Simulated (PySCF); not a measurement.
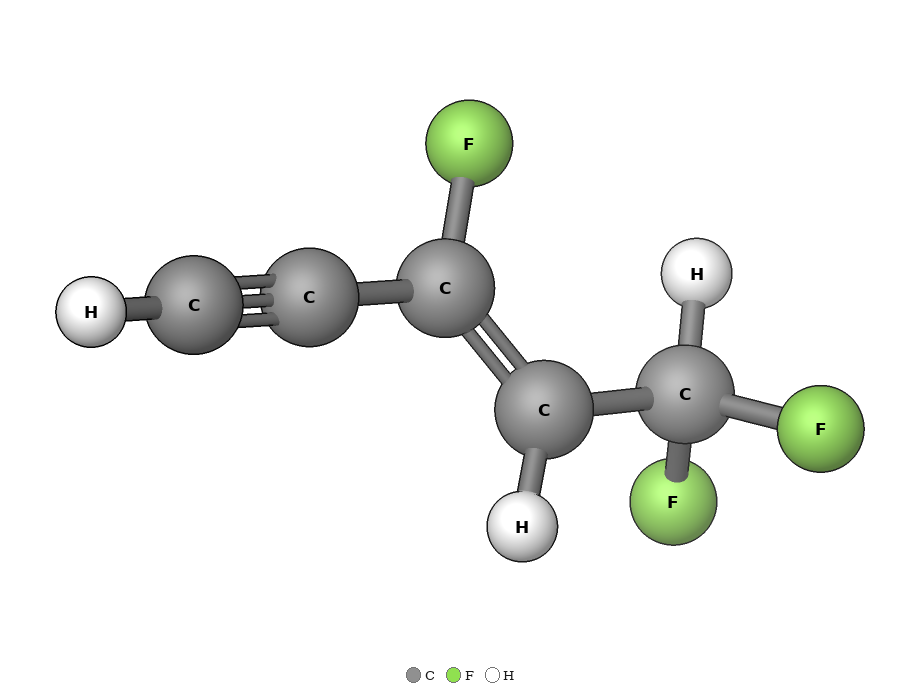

A ball-and-stick model of a molecule. Double and triple bonds are drawn as two and three sticks.

The geometry was computed by an optimisation with PBE0-D3(BJ)/def2-SVP. No frequency run is at hand to confirm it as a minimum.

What does the picture show?

The molecule is C₅H₃F₃. Its SMILES string is `C#C/C(F)=C/C(F)F`. It has no ring. Among its groups: alkene, alkyne, C–F bond. Coordination: 2 C linear; 2 C trigonal planar; 1 C tetrahedral.

More results for the same structure follow; atom numbers are the same in all pictures, views and colours differ.

Geometry

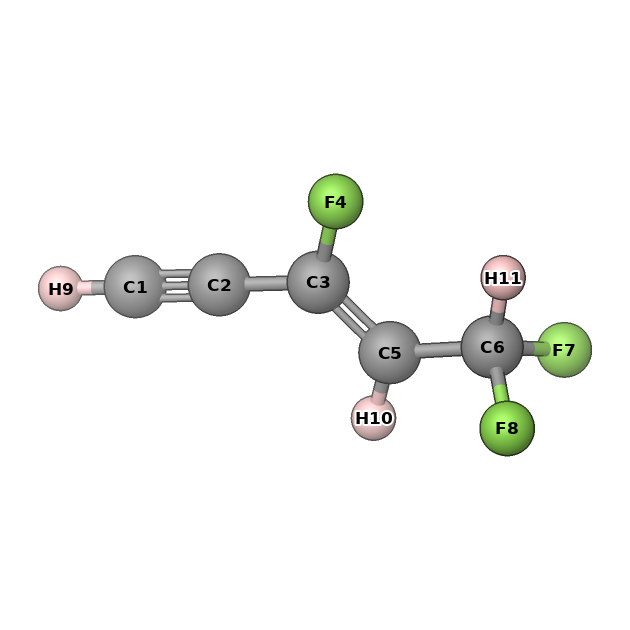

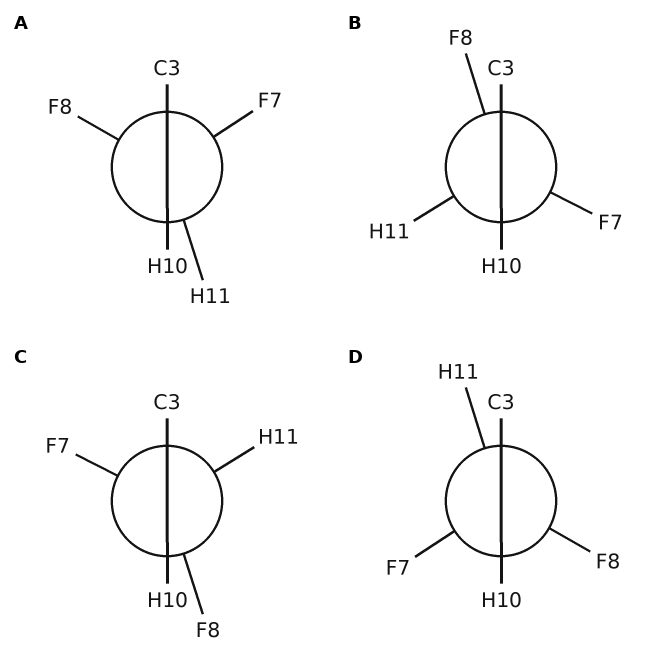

Distant atoms are faded towards the background colour. Bonds that would overlap in a projection are set slightly apart. No frequency run is at hand to confirm it as a minimum.

> Which Newman projection shows the view along C5–C6, with C5 in front?

D. The torsion angle C3–C5–C6–F7 is −123°, anticlinal.

Dipole moment

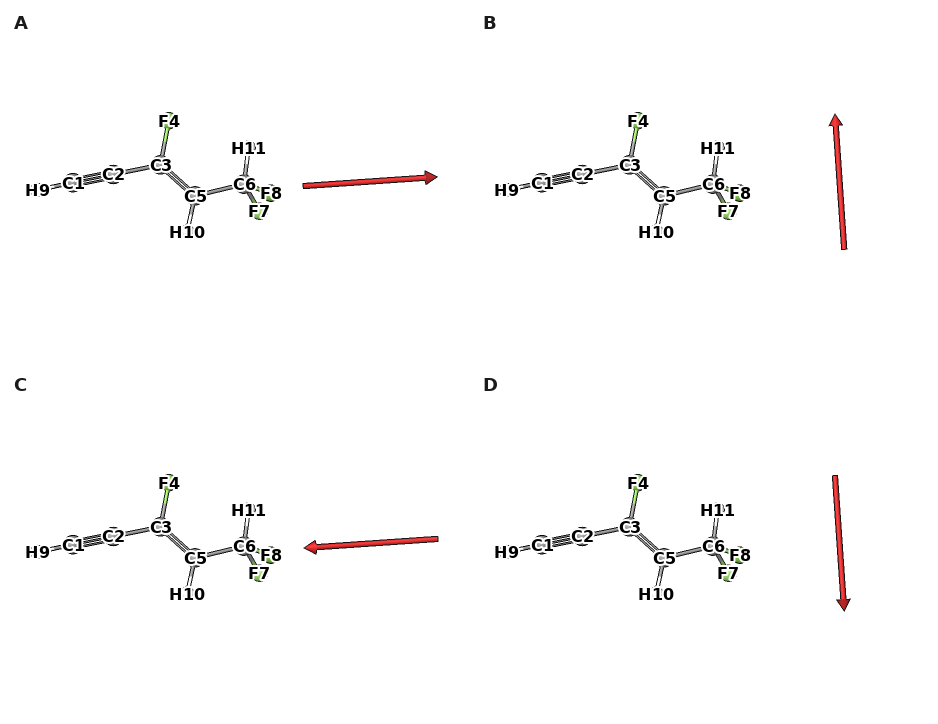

The same molecule four times, each with an arrow. No frequency run is at hand to confirm it as a minimum. Properties computed with WP04/pcSseg-1, gas phase (PySCF 2.14.0).

> Which arrow points along the dipole moment, from the negative to the positive end?

C. The dipole moment is 2.79 D; it points from the side of F7, F8 to the side of H9 (the outermost atoms at the two ends).

NMR shielding

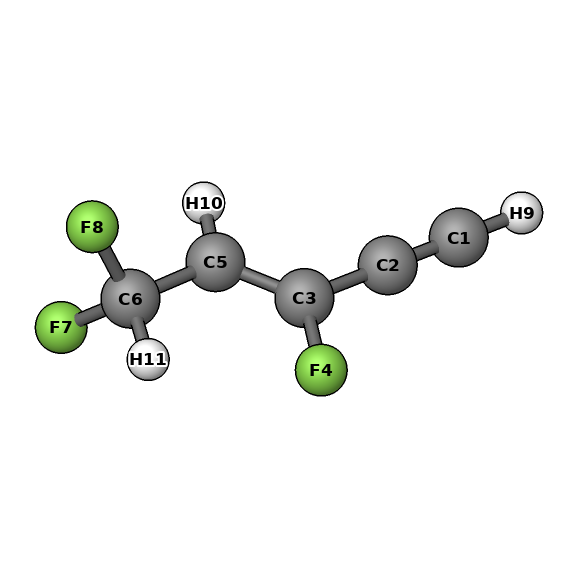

No frequency run is at hand to confirm it as a minimum. Method: GIAO PBE0/6-31G* NMR shielding, non-relativistic, gas phase (PySCF 2.14.0). Principal shieldings σ11 ≤ σ22 ≤ σ33, span Ω = σ33 − σ11, skew κ = 3(σiso − σ22)/Ω.

> Which F atom has the most anisotropic shielding?

F4, with a span of 189 ppm.

Give the shielding tensors of the F atoms.

```json
{"atom": "F4", "σ11": "211.6", "σ22": "287.9", "σ33": "401.0", "σiso": "300.2", "Ω": "189.4", "κ": "0.19"}
{"atom": "F7", "σ11": "229.8", "σ22": "344.3", "σ33": "399.2", "σiso": "324.4", "Ω": "169.4", "κ": "−0.35"}
{"atom": "F8", "σ11": "227.6", "σ22": "342.9", "σ33": "399.1", "σiso": "323.2", "Ω": "171.5", "κ": "−0.34"}
```

Shieldings and span in ppm.

Bond orders

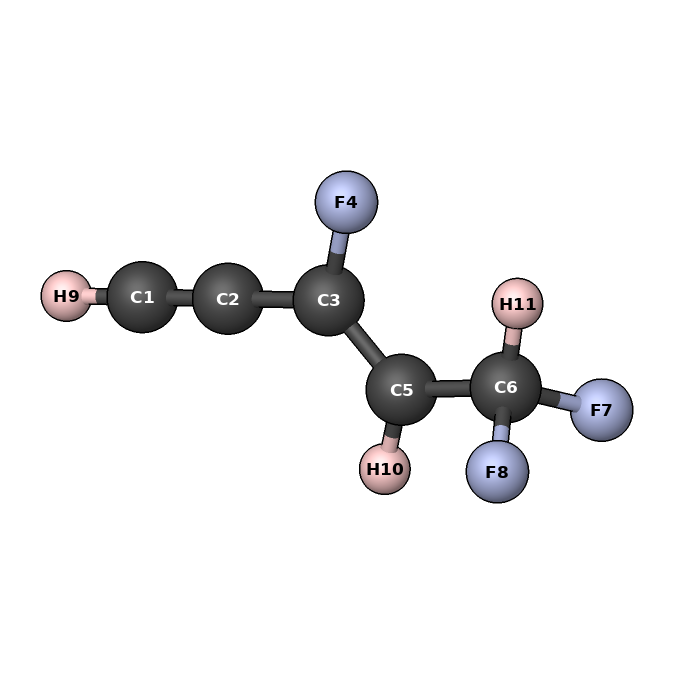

Every bond is drawn as one stick. No frequency run is at hand to confirm it as a minimum. Computed with PBE0/6-31G* (PySCF 2.14.0).

> Which bond has the highest Mayer bond order?

C1–C2, 2.78, at a length of 1.212 Å.

List the Mayer bond orders of C1–C2, C1–H9, C2–C3, C3–F4, C3–C5, C5–C6, C5–H10, C6–F7, C6–F8, C6–H11. Atoms whose distances differ by more than 0.02 Å in this geometry are listed apart.

| bond | Mayer order | length (Å) |
| --- | --- | --- |
| C1–C2 | 2.78 | 1.212 |
| C1–H9 | 0.87 | 1.075 |
| C2–C3 | 0.99 | 1.424 |
| C3–F4 | 0.98 | 1.335 |
| C3–C5 | 1.73 | 1.338 |
| C5–C6 | 0.96 | 1.488 |
| C5–H10 | 0.90 | 1.091 |
| C6–F7 | 0.92 | 1.354 |
| C6–F8 | 0.93 | 1.354 |
| C6–H11 | 0.91 | 1.101 |
